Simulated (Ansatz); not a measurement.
The figure comes from a scan of Tl(CuS)2 (space group I4/mmm): the cell is scaled evenly about its relaxed volume V₀. Computed with PBEsol (plane waves to 420 eV, PAW, scalar-relativistic; Ansatz, a program for electronic structure). k mesh 18×18×18 (Γ-centred), Fermi-Dirac smearing 0.05 eV. Compression counts positive. Spin-orbit coupling is left out, though Tl is heavy. Tl(CuS)2 is run without spin polarisation. Tl(CuS)2 was relaxed with its symmetry unable to fall. 

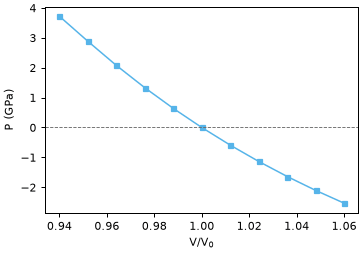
Fig. 1. P (GPa) against V/V₀; one marker a computed point.

Question: Turn the plot into a table (rounded to what can be read).

Answer: To the nearest 0.1:

```json
[
 {"V/V₀": "0.940", "P (GPa)": "3.7"},
 {"V/V₀": "0.952", "P (GPa)": "2.9"},
 {"V/V₀": "0.964", "P (GPa)": "2.1"},
 {"V/V₀": "0.976", "P (GPa)": "1.3"},
 {"V/V₀": "0.988", "P (GPa)": "0.6"},
 {"V/V₀": "1.000", "P (GPa)": "0.0"},
 {"V/V₀": "1.012", "P (GPa)": "-0.6"},
 {"V/V₀": "1.024", "P (GPa)": "-1.1"},
 {"V/V₀": "1.036", "P (GPa)": "-1.6"},
 {"V/V₀": "1.048", "P (GPa)": "-2.1"},
 {"V/V₀": "1.060", "P (GPa)": "-2.5"}
]
```

(A scan under strain: stresses follow from slopes of the energy per volume, elastic moduli from its curvatures.)
